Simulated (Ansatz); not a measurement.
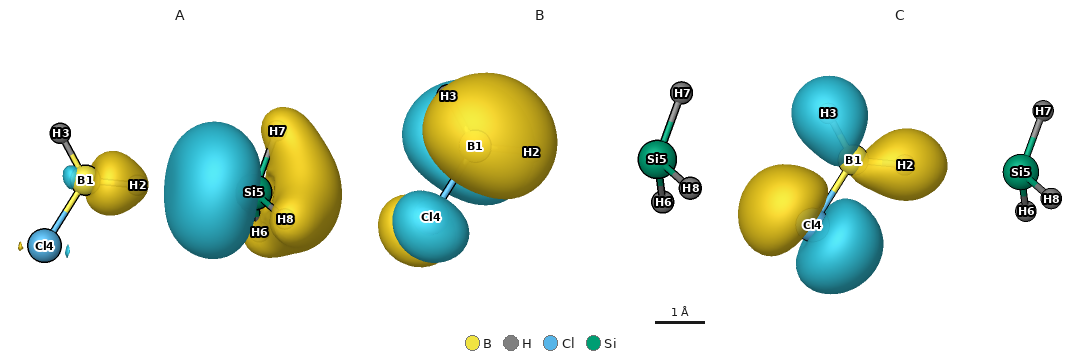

Figure 1: BClH$_{2}$···H$_{3}$Si (doublet). Three frontier orbitals at ±0.1 Å⁻³ᐟ² (yellow and cyan are the two phases), in no order.

All numbers below come from UKS BHLYP-D4/6-31G* in Ansatz.

```xyz
8

B    -0.0134   -0.0003   -0.2855
H    -0.0357   -0.0001    0.9029
H     0.9840    0.0000   -0.9178
Cl   -1.5372    0.0004   -1.1302
Si    0.0058   -0.0001    3.5714
H    -0.7587   -1.1908    4.0107
H     1.4181   -0.0666    4.0152
H    -0.6432    1.2574    4.0106
```

### Order the three orbitals by energy and name them. All are α orbitals.

C is the HOMO−1 (α) (−10.00 eV). Its weight (Hirshfeld) is mainly on Cl4 (about 65 %), B1 (about 15 %), H3 (about 10 %) and H2 (about 10 %); largely a lone pair of Cl4. A is the HOMO (α) (−6.92 eV). It lies mainly on Si5 (about 70 %). B is the LUMO (α) (−0.53 eV). It lies mainly on B1 (about 65 %), Cl4 (about 20 %), H2 (about 5 %) and H3 (about 5 %).

### What is the gap between the highest occupied and lowest empty α orbitals?

6.39 eV between the orbital energies.
